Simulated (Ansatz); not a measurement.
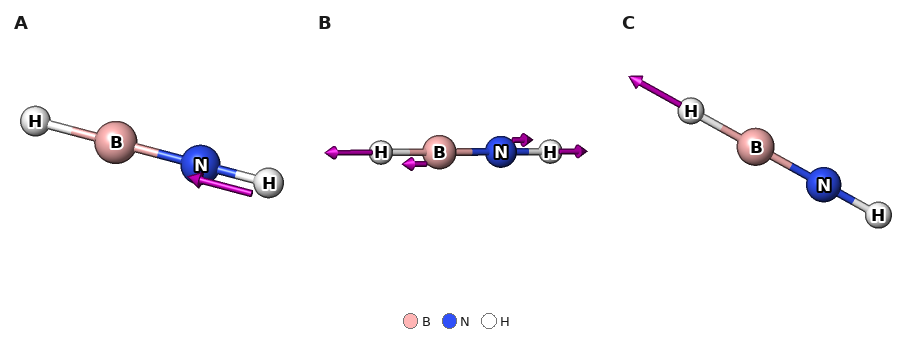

3 normal modes of one molecule or complex, as arrows. Harmonic vibrations computed with RKS PBE0-D4/def2-TZVP (Ansatz 0.2.0) at a stationary point of the same level.

**Match the panels to the wavenumbers 1860 cm⁻¹, 2888 cm⁻¹, 3895 cm⁻¹.**

A: 3895 cm⁻¹, N–H stretching
B: 1860 cm⁻¹, B–N stretching
C: 2888 cm⁻¹, B–H stretching
